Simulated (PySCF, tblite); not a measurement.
# C5H6ClPS: a rotation path, then NMR shifts on frames, part 2 of 2

tblite 0.8.0 and PySCF 2.14.0. Atoms count from 0.

## 5. Nuclear shieldings: image 6, PBE0/pcSseg-1

Job settings and geometry (Å):

```
{"job": {"kind": "nmr", "xc": "PBE0", "basis": "pcSseg-1", "pop": false}, "charge": 0, "multiplicity": 1}
C     -2.037800    -0.341200     0.454200
C     -1.113900    -0.082000    -0.730900
C      0.332200     0.078600    -0.346100
C      0.736300     0.443700     0.891300
S      2.421100     0.578600     1.194100
C      2.860600     0.133800    -0.419200
Cl     4.536600     0.060700    -0.784400
P      1.618600    -0.217700    -1.548800
H     -1.691900    -1.202500     1.021300
H     -2.077300     0.518600     1.118500
H     -3.047200    -0.541400     0.104100
H     -1.439300     0.819800    -1.258800
H     -1.189900    -0.911000    -1.439300
H      0.091400     0.661500     1.721700
```

Level: GIAO PBE0/pcSseg-1 NMR shielding, non-relativistic, gas phase.

Standard output:

```text
coarse grid: 14024 points
cycle   1  E = -1393.0493059621  dE =  1.261e+00  |g| = 3.920e-01  |ddm| = 3.955e+00
cycle   2  E = -1392.9838705334  dE =  6.544e-02  |g| = 6.245e-01  |ddm| = 9.319e-01
cycle   3  E = -1393.0840323659  dE = -1.002e-01  |g| = 1.480e-01  |ddm| = 7.323e-01
cycle   4  E = -1393.0900668907  dE = -6.035e-03  |g| = 4.008e-02  |ddm| = 1.969e-01
cycle   5  E = -1393.0904482137  dE = -3.813e-04  |g| = 1.222e-02  |ddm| = 4.531e-02
cycle   6  E = -1393.0904828328  dE = -3.462e-05  |g| = 4.965e-03  |ddm| = 1.821e-02
cycle   7  E = -1393.0904885723  dE = -5.740e-06  |g| = 1.213e-03  |ddm| = 6.003e-03
final grid: 123696 points
cycle   8  E = -1393.1419179702  dE = -3.577e-05  |g| = 1.023e-02  |ddm| = 3.639e-02
cycle   9  E = -1393.1418910717  dE =  2.690e-05  |g| = 1.428e-02  |ddm| = 2.277e-02
cycle  10  E = -1393.1419430237  dE = -5.195e-05  |g| = 1.786e-03  |ddm| = 1.558e-02
cycle  11  E = -1393.1419437423  dE = -7.186e-07  |g| = 5.958e-04  |ddm| = 2.478e-03
cycle  12  E = -1393.1419438257  dE = -8.336e-08  |g| = 2.377e-04  |ddm| = 8.162e-04
cycle  13  E = -1393.1419438417  dE = -1.603e-08  |g| = 3.455e-05  |ddm| = 3.011e-04
cycle  14  E = -1393.1419438420  dE = -3.106e-10  |g| = 6.392e-06  |ddm| = 4.615e-05
converged SCF energy = -1393.1419438420

GIAO shielding tensors (ppm)
atom      isotropic    diamagn.    paramagn.     s11        s22        s33       span
  0 C      172.321     247.897     -75.576    160.524    171.960    184.479     23.955
  1 C      158.273     244.367     -86.094    145.858    156.747    172.215     26.357
  2 C       14.345     263.161    -248.816    -65.845    -15.610    124.490    190.334
  3 C       52.720     256.034    -203.314    -32.651     57.497    133.314    165.965
  4 S      153.624    1056.512    -902.888    -35.165    226.843    269.194    304.359
  5 C       -5.207     265.305    -270.512   -151.716     44.832     91.264    242.980
  6 Cl     703.389    1143.892    -440.503    423.613    785.348    901.206    477.593
  7 P       85.303     967.026    -881.723   -185.308     96.085    345.132    530.439
  8 H       30.570      30.376       0.194     26.800     28.976     35.935      9.135
  9 H       30.108      30.584      -0.476     25.425     29.112     35.787     10.361
 10 H       30.253      27.835       2.418     25.136     27.795     37.829     12.694
 11 H       28.704      29.138      -0.433     23.601     28.204     34.308     10.707
 12 H       28.569      29.770      -1.201     21.884     29.877     33.946     12.063
 13 H       24.443      32.922      -8.478     20.147     24.924     28.259      8.111
```

Run time: 62 s. Hardware: 1 thread of Intel Xeon at 2.50GHz, shared host; peak memory 0.91 GiB.

This run: δ C5 192.1, C2 172.6, C3 134.2, C1 28.7, H13 7.27, H12 3.15 ppm.

## 6. Shielding tensors: image 7, PBE0/pcSseg-1

Job settings and geometry (Å):

```
{"job": {"kind": "nmr", "xc": "PBE0", "basis": "pcSseg-1", "pop": false}, "charge": 0, "multiplicity": 1}
C     -2.059400    -0.224800     0.451500
C     -1.101300    -0.158600    -0.731500
C      0.340000     0.028500    -0.341500
C      0.748100     0.262200     0.925400
S      2.430500     0.444400     1.221900
C      2.861500     0.218000    -0.438200
Cl     4.531800     0.280400    -0.830500
P      1.618600    -0.058300    -1.587300
H     -1.773800    -1.024800     1.130800
H     -2.063200     0.714600     0.999600
H     -3.070900    -0.417800     0.103200
H     -1.391800     0.663900    -1.391900
H     -1.180700    -1.078300    -1.318100
H      0.109900     0.350300     1.784200
```

With the program's defaults for keys left out, this is: GIAO PBE0/pcSseg-1 NMR shielding, non-relativistic, gas phase.

Standard output:

```text
coarse grid: 14024 points
cycle   1  E = -1393.0499586591  dE =  1.261e+00  |g| = 3.906e-01  |ddm| = 3.965e+00
cycle   2  E = -1392.9859052415  dE =  6.405e-02  |g| = 6.200e-01  |ddm| = 9.227e-01
cycle   3  E = -1393.0843518145  dE = -9.845e-02  |g| = 1.480e-01  |ddm| = 7.244e-01
cycle   4  E = -1393.0903890813  dE = -6.037e-03  |g| = 3.983e-02  |ddm| = 1.962e-01
cycle   5  E = -1393.0907683633  dE = -3.793e-04  |g| = 1.178e-02  |ddm| = 4.518e-02
cycle   6  E = -1393.0908008307  dE = -3.247e-05  |g| = 4.800e-03  |ddm| = 1.781e-02
cycle   7  E = -1393.0908061344  dE = -5.304e-06  |g| = 1.170e-03  |ddm| = 5.783e-03
final grid: 123696 points
cycle   8  E = -1393.1423121873  dE = -4.134e-05  |g| = 1.015e-02  |ddm| = 3.709e-02
cycle   9  E = -1393.1422866289  dE =  2.556e-05  |g| = 1.406e-02  |ddm| = 2.240e-02
cycle  10  E = -1393.1423367055  dE = -5.008e-05  |g| = 1.837e-03  |ddm| = 1.522e-02
cycle  11  E = -1393.1423374654  dE = -7.599e-07  |g| = 6.216e-04  |ddm| = 2.546e-03
cycle  12  E = -1393.1423375568  dE = -9.142e-08  |g| = 2.464e-04  |ddm| = 8.481e-04
cycle  13  E = -1393.1423375740  dE = -1.716e-08  |g| = 3.641e-05  |ddm| = 3.144e-04
cycle  14  E = -1393.1423375743  dE = -3.392e-10  |g| = 6.513e-06  |ddm| = 4.825e-05
converged SCF energy = -1393.1423375743

GIAO shielding tensors (ppm)
atom      isotropic    diamagn.    paramagn.     s11        s22        s33       span
  0 C      173.212     248.004     -74.792    165.779    170.160    183.699     17.920
  1 C      157.762     244.808     -87.046    145.822    155.438    172.026     26.204
  2 C       14.657     263.109    -248.452    -65.885    -13.851    123.706    189.590
  3 C       53.507     256.031    -202.524    -29.430     57.908    132.043    161.473
  4 S      157.154    1056.484    -899.330    -27.556    228.848    270.171    297.727
  5 C       -6.230     265.276    -271.506   -153.813     44.651     90.472    244.285
  6 Cl     701.382    1143.873    -442.491    422.635    782.089    899.423    476.788
  7 P       84.292     966.998    -882.706   -188.759     93.162    348.473    537.232
  8 H       30.433      30.543      -0.109     26.297     29.043     35.960      9.663
  9 H       30.267      30.501      -0.235     25.962     28.812     36.025     10.063
 10 H       30.223      27.743       2.480     25.099     27.828     37.740     12.641
 11 H       28.620      29.305      -0.685     22.745     28.990     34.124     11.379
 12 H       28.570      29.553      -0.983     22.114     29.569     34.025     11.912
 13 H       24.563      33.015      -8.453     20.236     24.982     28.470      8.234
```

Wall time 53 s (1 thread of Intel Xeon at 2.50GHz, shared host); peak memory 0.91 GiB.

In short: δ C5 193.2, C2 172.3, C3 133.4, C1 29.2, H13 7.15, H12 3.15 ppm.

## 7. NMR shieldings: image 8, PBE0/pcSseg-1

Job settings and geometry (Å):

```
{"job": {"kind": "nmr", "xc": "PBE0", "basis": "pcSseg-1", "pop": false}, "charge": 0, "multiplicity": 1}
C     -2.091400    -0.103700     0.425800
C     -1.084600    -0.245300    -0.707900
C      0.349100    -0.023900    -0.309200
C      0.784700     0.079900     0.966000
S      2.467800     0.317700     1.232600
C      2.852800     0.311400    -0.454700
Cl     4.497100     0.522700    -0.899600
P      1.587700     0.102300    -1.591500
H     -1.915800    -0.850000     1.196500
H     -2.028600     0.884800     0.874500
H     -3.099300    -0.243300     0.042200
H     -1.329000     0.465100    -1.502700
H     -1.165900    -1.246300    -1.143100
H      0.174700     0.028400     1.849000
```

Level: GIAO PBE0/pcSseg-1 NMR shielding, non-relativistic, gas phase.

Standard output:

```text
coarse grid: 14024 points
cycle   1  E = -1393.0499996926  dE =  1.257e+00  |g| = 3.903e-01  |ddm| = 3.962e+00
cycle   2  E = -1392.9865870594  dE =  6.341e-02  |g| = 6.178e-01  |ddm| = 9.233e-01
cycle   3  E = -1393.0843809489  dE = -9.779e-02  |g| = 1.481e-01  |ddm| = 7.246e-01
cycle   4  E = -1393.0904356128  dE = -6.055e-03  |g| = 3.972e-02  |ddm| = 1.966e-01
cycle   5  E = -1393.0908121437  dE = -3.765e-04  |g| = 1.183e-02  |ddm| = 4.491e-02
cycle   6  E = -1393.0908446713  dE = -3.253e-05  |g| = 4.867e-03  |ddm| = 1.779e-02
cycle   7  E = -1393.0908501474  dE = -5.476e-06  |g| = 1.189e-03  |ddm| = 5.855e-03
final grid: 123696 points
cycle   8  E = -1393.1423136652  dE = -3.477e-05  |g| = 1.033e-02  |ddm| = 3.351e-02
cycle   9  E = -1393.1422869696  dE =  2.670e-05  |g| = 1.435e-02  |ddm| = 2.302e-02
cycle  10  E = -1393.1423392894  dE = -5.232e-05  |g| = 1.824e-03  |ddm| = 1.557e-02
cycle  11  E = -1393.1423400502  dE = -7.608e-07  |g| = 5.839e-04  |ddm| = 2.509e-03
cycle  12  E = -1393.1423401295  dE = -7.924e-08  |g| = 2.427e-04  |ddm| = 8.117e-04
cycle  13  E = -1393.1423401462  dE = -1.673e-08  |g| = 3.277e-05  |ddm| = 3.049e-04
cycle  14  E = -1393.1423401465  dE = -2.681e-10  |g| = 6.750e-06  |ddm| = 4.462e-05
converged SCF energy = -1393.1423401465

GIAO shielding tensors (ppm)
atom      isotropic    diamagn.    paramagn.     s11        s22        s33       span
  0 C      173.640     247.727     -74.087    165.441    170.946    184.532     19.091
  1 C      157.493     244.758     -87.265    145.494    154.942    172.045     26.551
  2 C       14.501     263.133    -248.632    -66.020    -14.334    123.857    189.877
  3 C       53.870     255.631    -201.761    -29.198     58.675    132.132    161.330
  4 S      155.560    1056.392    -900.832    -25.948    229.247    263.382    289.331
  5 C       -6.134     265.391    -271.525   -154.623     45.132     91.089    245.712
  6 Cl     702.597    1143.878    -441.281    422.622    785.588    899.582    476.961
  7 P       82.040     967.125    -885.086   -187.055     89.541    343.633    530.689
  8 H       30.251      30.466      -0.215     25.824     28.954     35.975     10.151
  9 H       30.475      30.344       0.132     26.513     28.793     36.119      9.606
 10 H       30.233      27.698       2.535     25.100     27.849     37.750     12.650
 11 H       28.513      29.644      -1.131     21.947     29.762     33.830     11.883
 12 H       28.612      29.344      -0.732     22.784     29.009     34.042     11.259
 13 H       24.543      32.807      -8.264     20.319     25.142     28.169      7.850
```

Wall time 51 s (1 thread of Intel Xeon at 2.50GHz, shared host); peak memory 0.91 GiB.

This run: δ C5 193.1, C2 172.4, C3 133.1, C1 29.4, H13 7.17, H11 3.20 ppm.

## 8. Comparing the runs: NMR shifts

Shifts (ppm) of some atoms, chosen among heavy atoms and hydrogens apart, with basis size and wall time:

```csv
frame,C3,C0,H11,H9,S4,Cl6,P7,functions,time
image 0,135.8,24.0,2.66,1.23,345,253,229.9,187,80 s
image 3,137.4,21.8,2.90,1.27,360,245,227.5,187,65 s
image 6,134.2,14.6,3.01,1.61,350,246,233.1,187,62 s
image 7,133.4,13.7,3.10,1.45,347,248,234.1,187,53 s
image 8,133.1,13.3,3.20,1.24,348,247,236.3,187,51 s
```

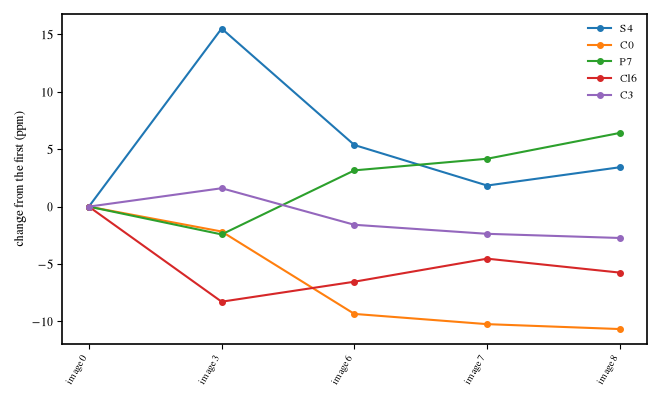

How five of the tabulated atoms move from run to run.

## 9. What came out

The summary covers parts 1 to 2.

| quantity | value |
| --- | --- |
| barrier | 0.061 eV (1.4 kcal/mol) at image 6 |
| end to end (GFN2-xTB) | 0.056 eV |
| ¹³C shifts against TMS (PBE0/pcSseg-1, image 0) | 192.9, 175.7, 135.8, 32.9, 24.0 ppm |
| ¹H shifts against TMS (PBE0/pcSseg-1, image 0) | 7.31, 3.16, 2.66, 1.45, 1.43, 1.23 ppm |
| ³³S shifts against CS2 (PBE0/pcSseg-1, image 0) | 345 ppm |
| ³⁵Cl shifts against HCl (PBE0/pcSseg-1, image 0) | 253 ppm |
| ³¹P shifts against H3PO4 (PBE0/pcSseg-1, image 0) | 229.9 ppm |
| surface potential, least and greatest | -0.47 V and 1.29 V |
| range of the shift of S4 | 345 to 360 ppm |

In words: Along the band the dihedral turns by 119°, and the top (dihedral -23°) lies 1.4 kcal/mol above the start (GFN2-xTB, rough), so at room temperature this motion is fast. The top was not checked by a frequency run. Shifts at one fixed geometry are not the observed spectrum, which averages over the motion. In the first frame run (image 0): The widest tensor belongs to P7: span 547 ppm, with a paramagnetic part of -879 ppm. NICS(1)zz of -21 ppm above the planar ring from C2 marks a diatropic (aromatic) ring current. At PBE0/pcSseg-1, counted by nearest atom on the grid, the HOMO lies on P7 29 %; C5 26 %, the LUMO on P7 32 %; C5 31 %. Across the 5 runs the shift of S4 moves most, between 345 (image 0) and 360 ppm (image 3).
